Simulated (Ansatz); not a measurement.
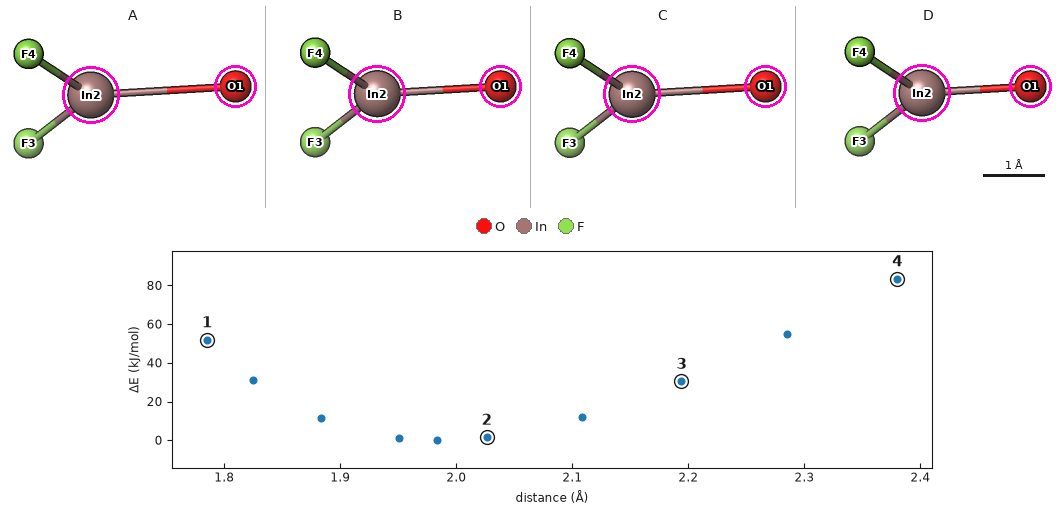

A scan of InOF$_{2}$ (multiplicity 2): the O1–In2 distance is varied, with the rest of the molecule carried along rigidly. The frames are shuffled; the numbered points of the plot belong to them. A ball-and-stick model, seen from a free direction. The ringed atoms are those of the scanned coordinate.

Single-point energies from Ansatz with wB97M-V in the def2-TZVPP basis, on geometries moved rigidly from the minimum at PBE0-D4/def2-TZVP. Elements past krypton carry the basis set's effective core potentials. Energies are counted from the PBE0-D4/def2-TZVP minimum geometry at the same level.

> Match the frames to the points.

Point 1 is frame D (the distance 1.785 Å, 51.9 kJ/mol); 2 is frame B (the distance 2.026 Å, 1.6 kJ/mol); 3 is frame C (the distance 2.194 Å, 30.4 kJ/mol); 4 is frame A (the distance 2.380 Å, 83.5 kJ/mol). Of the computed points the lowest is at the distance 1.983 Å, 0.0 kJ/mol. The curvature at the lowest point is about 20 eV/Å² (3.2 mdyn/Å). The well is steeper on the short side, as for any bond.
